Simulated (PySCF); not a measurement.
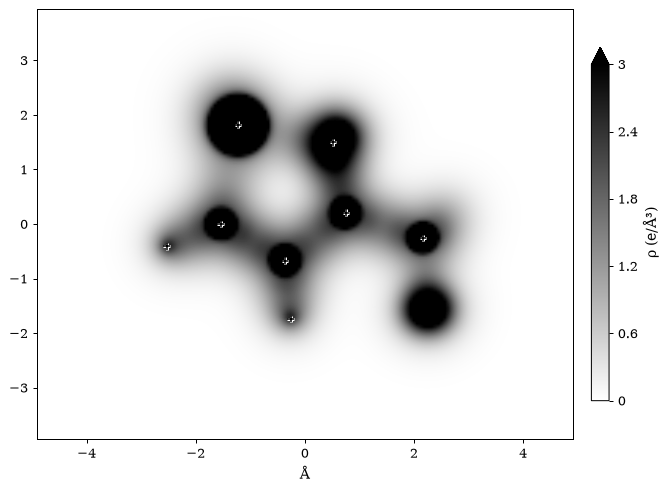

The total electron density on a plane through atoms (crosses mark nuclei in the plane).

Level of theory: PBE0/def2-SVPD, SCF density, gas phase (PySCF).

Candidates:
A. CH₆AsNSi₂ (SMILES N#C[SiH2][AsH][SiH3])
B. C₄H₄FNSe (SMILES FCc1cc[se]n1)

Q: Which candidate gave the map?

A: Candidate B: C₄H₄FNSe on the plane of atoms C5, C4 and H10, which holds C, Se, N and H. C–N (1.31 Å): ρ is about 2.6 e/Å³ halfway. C–C (1.36 Å): the density is about 2.2 e/Å³ at the midpoint.
